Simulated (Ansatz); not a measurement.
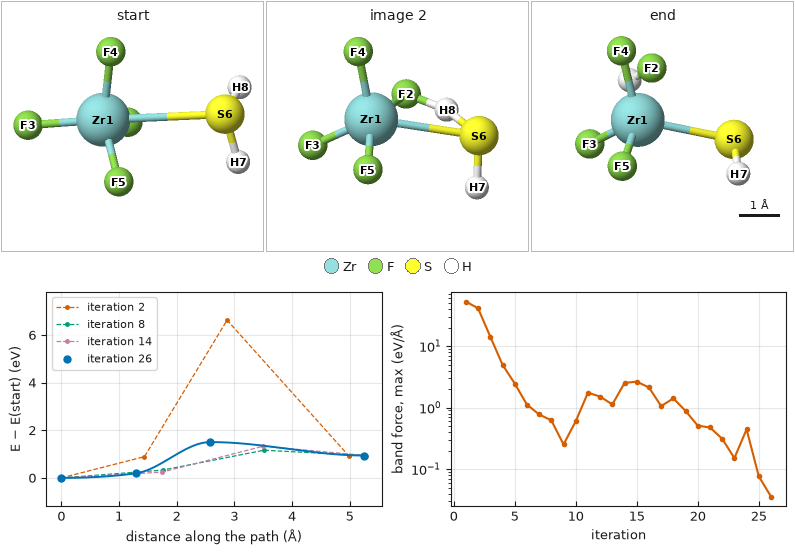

A search for the minimum-energy path of ZrH₂SF₄ by the nudged elastic band. Images are numbered from 0 (start) to 3 (end). The plot follows the band through its iterations. A ball-and-stick model, seen at a tilt.

The calculation used RHF/def2-SVP (Ansatz 0.2.0). Set-up: 2 movable images; climbing image; force threshold 0.05 eV/Å; iteration limit 60; starting path through a guess of the saddle point.

> Did the band converge, and can the barrier be trusted?

The run is converged, with reservations. The band converged in 26 iterations. The largest component of the band force went from 53 to 0.036 eV/Å. The climbing image converged on the top of the path. Its curvatures weren't checked. So few images resolve the path coarsely. The first iteration put the highest image at 8.65 eV. The energy climbs by 1.50 eV to image 2 and then falls by 0.56 eV, so the end point sits at +0.94 eV.

Limits of the set-up: Hartree-Fock leaves out electron correlation.
